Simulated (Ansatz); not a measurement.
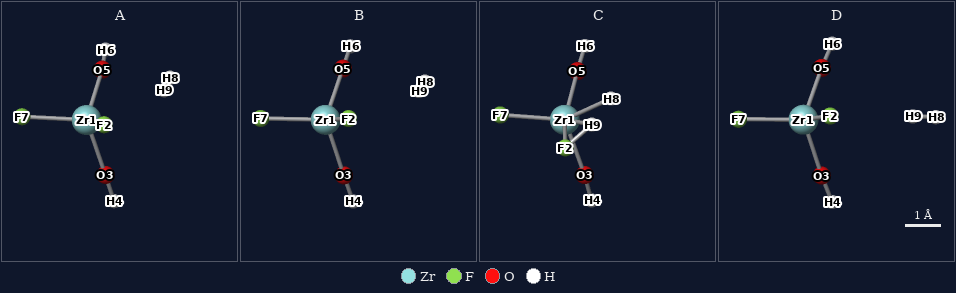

4 geometries from a converged minimum-energy path of ZrH4O2F2, made up at the start of ZrH$_{2}$O$_{2}$F$_{2}$ and H2, shuffled. A ball-and-stick model, seen at a tilt.

Method: RKS BHLYP/def2-SVP (Ansatz). Set-up: 7 movable images; climbing image; force threshold 0.05 eV/Å; iteration limit 60; starting path through a guess of the saddle point.

Question: Which frame is the top of the path?

Answer: C. In order along the path, whose images run from 0 to 8: D (image 0, 0.0 kJ/mol), B (image 3, +4.6 kJ/mol), A (image 4, +17.6 kJ/mol), C (image 7, +163.8 kJ/mol). Breaking: H8–H9 (0.75 → 1.17 at the top → 1.47 Å). Forming: F2–H9 (2.43 → 1.04 at the top → 0.96 Å), Zr1–H8 (4.06 → 2.00 at the top → 1.93 Å), Zr1–H9 (3.56 → 2.18 at the top → 2.37 Å).

Limits of the set-up: the start holds two separate molecules, 2.4 Å apart at their closest, whose relative position is a soft coordinate and is computed without a dispersion correction.
